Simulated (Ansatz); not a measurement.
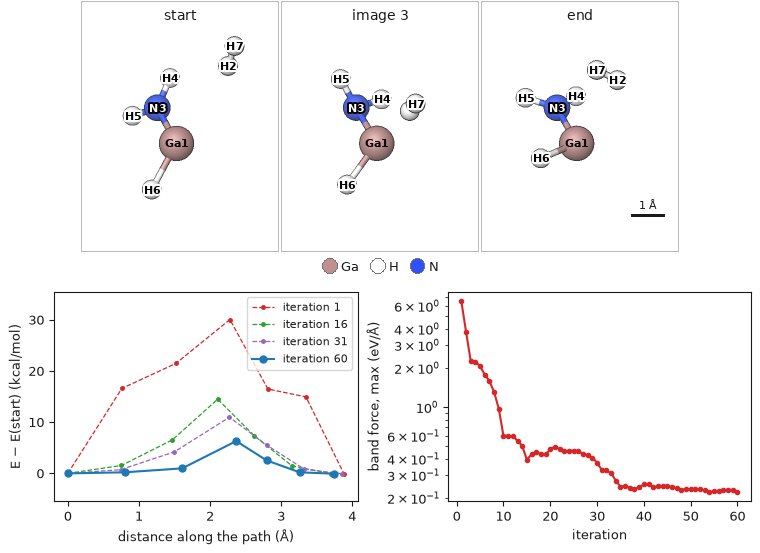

NEB run on GaNH₅ (multiplicity 2), made up at the start of GaNH₃ and H$_{2}$. Images are numbered from 0 (start) to 6 (end). The plot follows the band through its iterations. Style: ball-and-stick. Shown from a free direction.

Theory: UKS B3LYP-D4/def2-TZVP in Ansatz. Settings: 5 movable images; climbing image; force threshold 0.05 eV/Å; iteration limit 60; optimiser FIRE; largest step 0.02 Å; starting path through a guess of the saddle point.

Q: Judge this run.

A: The result isn't final. The band hadn't converged when the run stopped after 60 iterations. The largest component of the band force went from 6.5 to 0.22 eV/Å. The barrier read from it is provisional: over the last two iterations the highest image moved from 6.8 kcal/mol to 6.3 kcal/mol. The step length is far from the usual. The first iteration put the highest image at 30.1 kcal/mol. The barrier is about 6.3 kcal/mol in both directions, with image 3 at the top; the ends have nearly the same energy.

Limits of the set-up: the start holds two separate molecules, 3.5 Å apart at their closest, whose relative position is a soft coordinate.
